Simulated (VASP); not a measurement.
Band structure of FeSe2 (space group Pnnm). Method: LDA (Ceperley-Alder, Perdew-Zunger), VASP's LDA PAW potentials (set 64) (plane waves; VASP).

The path is coarsely sampled, so an indirect gap can come out somewhat too large.

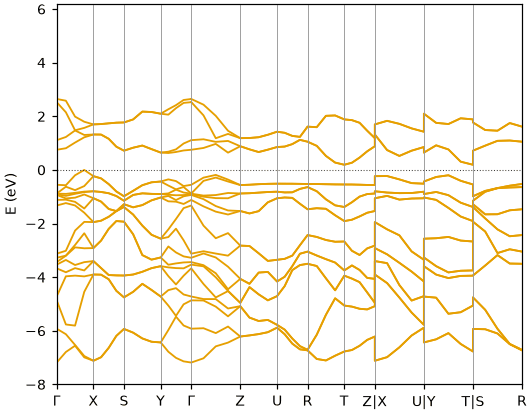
*Bands along high-symmetry lines, zero at the valence-band maximum or, without a gap, the Fermi level*

### Question
Read the plot: is there a gap, and where are the band edges?

### Answer
The gap is indirect, 0.19 eV, from the valence maximum at Γ-X at 0.75 to the conduction minimum at T.

The structure comes from a computed database's FeSe2 entry (Pnnm); how it stands against other phases isn't given here. The cell was not relaxed at this level. The run is not spin-polarised, so no magnetic state was tried.
